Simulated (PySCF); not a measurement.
```tsv
atom	x (Å)	y (Å)	z (Å)
C	1.3995	0.2238	-0.1433
C	0.1415	0.4982	0.1480
F	-0.2232	1.7672	0.4317
C	-1.0023	-0.4599	0.1866
S	-1.6348	-0.7681	-1.4836
H	1.7019	-0.7783	-0.3795
H	2.1487	0.9941	-0.1545
H	-1.8224	-0.0480	0.7761
H	-0.6952	-1.4231	0.5934
```

Geometry: GFN2-xTB.

Method: PySCF, UKS B3LYP, pcH-1 on C F H S, non-relativistic, mean-field spin-orbit, GIAO.

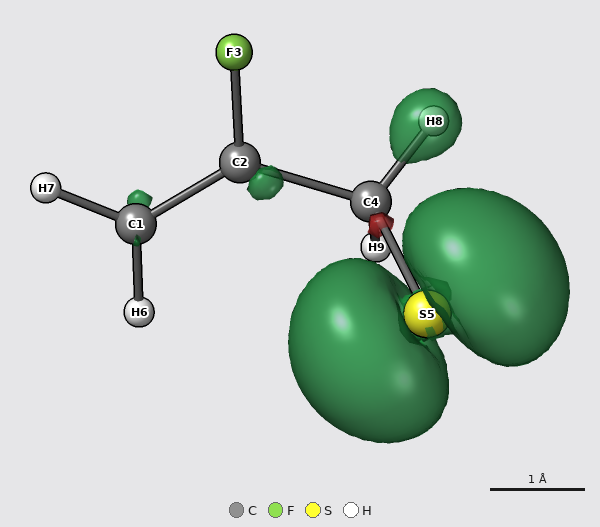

C3H4FS (doublet). Isosurfaces of the spin density at +0.03 (green) and −0.03 e/Å³ (red), seen at an oblique angle.

Which atoms carry the spin?

Answer. The unpaired spin (1 electron) lies mostly on S5 (about 0.9), in electrons by Hirshfeld's partition.
